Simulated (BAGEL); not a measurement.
# SiH2SO (SMILES O[Si]S) at PBE0/def2-SVPD (density fitting with qzvpp-jkfit)

What is the energy change on altering one bond length of SiH2SO at PBE0/def2-SVPD (density fitting with qzvpp-jkfit)? 

The results are computed with BAGEL 1.2.2.

1 further run of the same task is left out (set aside as unsound or not needed). Runs told in other sessions of the task aren't counted.

## Step 1: The system as given

SiH2SO has 5 atoms, charge 0, and is taken as a singlet. SMILES: `O[Si]S`. Geometry: relaxed at PBE0-D4/def2-TZVP. This is one conformer, not always the lowest.

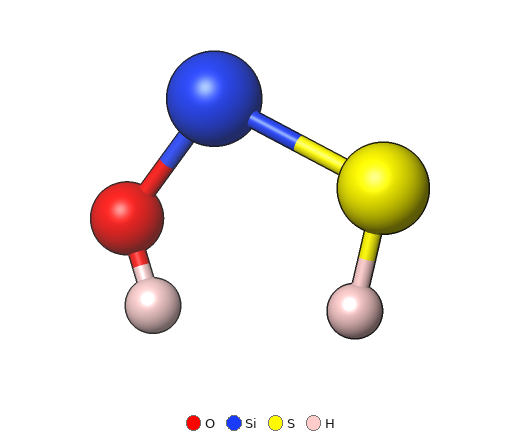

The structure, seen from a chosen angle (oxygen red, silicon blue, sulfur yellow, hydrogen pink).

## Step 2: A single-point energy at PBE0/def2-SVPD (density fitting with qzvpp-jkfit)

Input file job.json:

```json
{ "bagel": [

{
  "title": "molecule",
  "basis": "def2-svpd.json",
  "df_basis": "qzvpp-jkfit",
  "angstrom": true,
  "geometry": [
    { "atom": "O", "xyz": [      -1.194700,      -0.658900,      -0.325800 ] },
    { "atom": "Si", "xyz": [      -0.956800,       0.951300,      -0.079500 ] },
    { "atom": "S", "xyz": [       1.167700,       1.118600,       0.360300 ] },
    { "atom": "H", "xyz": [      -0.489400,      -1.308100,      -0.267200 ] },
    { "atom": "H", "xyz": [       1.523000,      -0.176500,       0.270700 ] }
  ]
},

{ "title": "ks", "xc_func": "pbe0" },

{ "title": "print", "file": "orbitals.molden", "orbitals": true }

]}
```

The basis set def2-SVPD is read from a file made from the Basis Set Exchange's data (not shown).

Run with:

```sh
BAGEL_NUM_THREADS=1 BAGEL job.json > job.out
```

Standard output:

```text
* using 1 threads per process

  ===============================================================
  ===============================================================

  *** Geometry ***

  { "atom" : "O", "xyz" : [     -2.257656,     -1.245141,     -0.615673 ] },
  { "atom" : "Si", "xyz" : [     -1.808090,      1.797696,     -0.150233 ] },
  { "atom" : "S", "xyz" : [      2.206633,      2.113848,      0.680868 ] },
  { "atom" : "H", "xyz" : [     -0.924832,     -2.471951,     -0.504935 ] },
  { "atom" : "H", "xyz" : [      2.878053,     -0.333537,      0.511549 ] },

  Number of auxiliary basis functions:      369

  Since a DF basis is specified, we compute 2- and 3-index integrals:
    o Being stored without compression. Storage requirement is 0.024 GB

  Number of basis functions:       90
  Number of electrons      :       40

    * METHOD: MOLECULE                             0.09

  *** Kohn-Sham DFT ***

    * Removing 7603 points whose weight is below 1.00e-10
    * Grid points: 66927

  === Nuclear Repulsion ===
   133.9315817728

       - DIIS with orbital gradients will be used.

  === KS iteration (pbe0 / def2-svpd.json) ===
      0       -747.16649370          0.10098439           0.18
      1       -745.70552531          0.14139185           0.18
      2       -756.20737006          0.09233506           0.18
      3       -762.32997348          0.05382062           0.18
      4       -763.32211923          0.02448269           0.19
      5       -763.49254156          0.00946004           0.18
      6       -763.54579405          0.00263566           0.18
      7       -763.54784173          0.00115544           0.19
      8       -763.54850091          0.00028204           0.19
      9       -763.54853599          0.00002892           0.18
     10       -763.54853623          0.00001653           0.22
     11       -763.54853633          0.00000346           0.22
     12       -763.54853634          0.00000123           0.19
     13       -763.54853634          0.00000088           0.19
     14       -763.54853634          0.00000015           0.19
     15       -763.54853634          0.00000004           0.19
     16       -763.54853634          0.00000001           0.19
     17       -763.54853634          0.00000001           0.19
    * SCF iteration converged.

    * Permanent dipole moment:
           (   -0.322431,     0.672504,     0.019591) a.u.

    * METHOD: KS                                   3.66

    * METHOD: PRINT                                0.01

  ===============================================================
```

Run time: 3.9 s. Hardware: 1 thread of Intel Xeon 6975P-C (Granite Rapids), shared host; peak memory 0.3 GiB.

## Step 3: The distorted shape

Input file input.json:

```json
{ "bagel" : [

{
  "title" : "molecule",
  "basis" : "def2-svpd.json",
  "df_basis" : "qzvpp-jkfit",
  "angstrom" : true,
  "geometry" : [
    { "atom" : "O", "xyz" : [   -1.406288,   -0.464142,   -0.343380 ] },
    { "atom" : "Si", "xyz" : [   -1.168388,    1.146058,   -0.097080 ] },
    { "atom" : "S", "xyz" : [    0.956112,    1.313358,    0.342720 ] },
    { "atom" : "H", "xyz" : [   -0.489400,   -1.308100,   -0.267200 ] },
    { "atom" : "H", "xyz" : [    1.311412,    0.018258,    0.253120 ] }
  ]
},
{
  "title" : "ks",
  "xc_func" : "pbe0"
},
{
  "title" : "print",
  "file" : "orbitals.molden",
  "orbitals" : true
}

]}
```

The basis set def2-SVPD is read from a file made from the Basis Set Exchange's data (not shown).

Run with:

```sh
BAGEL_NUM_THREADS=1 BAGEL input.json > input.out
```

Standard output:

```text
* using 1 threads per process

  ===============================================================
  ===============================================================

  *** Geometry ***

  { "atom" : "O", "xyz" : [     -2.657499,     -0.877101,     -0.648894 ] },
  { "atom" : "Si", "xyz" : [     -2.207933,      2.165736,     -0.183455 ] },
  { "atom" : "S", "xyz" : [      1.806790,      2.481887,      0.647647 ] },
  { "atom" : "H", "xyz" : [     -0.924832,     -2.471951,     -0.504935 ] },
  { "atom" : "H", "xyz" : [      2.478210,      0.034503,      0.478327 ] },

  Number of auxiliary basis functions:      369

  Since a DF basis is specified, we compute 2- and 3-index integrals:
    o Being stored without compression. Storage requirement is 0.024 GB

  Number of basis functions:       90
  Number of electrons      :       40

    * METHOD: MOLECULE                             0.09

  *** Kohn-Sham DFT ***

    * Removing 7274 points whose weight is below 1.00e-10
    * Grid points: 67256

  === Nuclear Repulsion ===
   132.5777363054

       - DIIS with orbital gradients will be used.

  === KS iteration (pbe0 / def2-svpd.json) ===
      0       -747.23258028          0.09762029           0.19
      1       -744.36848582          0.13470783           0.19
      2       -755.62979684          0.08984056           0.19
      3       -760.47188766          0.08201392           0.19
      4       -763.12187169          0.02923102           0.19
      5       -763.38251269          0.01373126           0.19
      6       -763.50103679          0.00327026           0.19
      7       -763.50458552          0.00136340           0.19
      8       -763.50544578          0.00033548           0.19
      9       -763.50549609          0.00002714           0.19
     10       -763.50549643          0.00000974           0.19
     11       -763.50549647          0.00000464           0.19
     12       -763.50549647          0.00000292           0.19
     13       -763.50549648          0.00000075           0.19
     14       -763.50549648          0.00000024           0.19
     15       -763.50549648          0.00000007           0.19
     16       -763.50549648          0.00000001           0.19
     17       -763.50549648          0.00000001           0.19
    * SCF iteration converged.

    * Permanent dipole moment:
           (   -0.371663,     0.680364,     0.010841) a.u.

    * METHOD: KS                                   3.65

    * METHOD: PRINT                                0.01

  ===============================================================
```

Wall time 3.9 s (1 thread of Intel Xeon 6975P-C (Granite Rapids), shared host); peak memory 0.3 GiB.

## Step 4: Results

At PBE0/def2-SVPD (density fitting with qzvpp-jkfit):

| quantity | value |
| --- | --- |
| first shape: total energy | -763.54854 Eh |
| first shape: dipole moment | 1.90 D |
| first shape: HOMO energy | -7.18 eV |
| first shape: LUMO energy | -1.81 eV |
| first shape: HOMO–LUMO gap | 5.37 eV |
| distorted shape: total energy | -763.50550 Eh |
| distorted shape: dipole moment | 1.97 D |
| distorted shape: HOMO energy | -7.19 eV |
| distorted shape: LUMO energy | -1.76 eV |
| distorted shape: HOMO–LUMO gap | 5.43 eV |
| energy change with the O1–H4 bond stretched from 0.960 to 1.248 Å | 1.171 eV |

**Reading.** With the O1–H4 bond stretched from 0.960 to 1.248 Å the energy rises by 1.17 eV (27 kcal/mol). The first shape isn't relaxed at this level, so the change isn't measured from a minimum.
